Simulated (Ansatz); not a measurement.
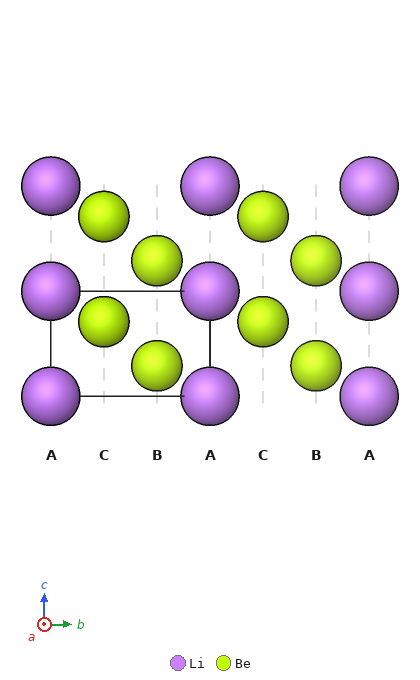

Projection along an edge of the hexagonal mesh, stacking direction c upwards. The dashed lines mark the three columns A (0, 0), B (1/3, 2/3) and C (2/3, 1/3). The sequence starts with the first layer at or above the cell's origin.

LiBe2 (space group P-3m1, No. 164). Coordinates: coordinates from a relaxation with Ansatz 0.2.0, DFT PBE, scalar-relativistic, plane waves, PAW; the starting structure was generated, so it need not be a known form of this composition.

### List the layers of one repeat.

Li(A) – Be(B) – Be(C) (three layers in 2.20 Å).

Heights of the layers:

```tsv
layer	atoms (column)	height (Å)	to next (Å)
1	Li(A)	0.00	0.64
2	Be(B)	0.64	0.92
3	Be(C)	1.56	0.64
```
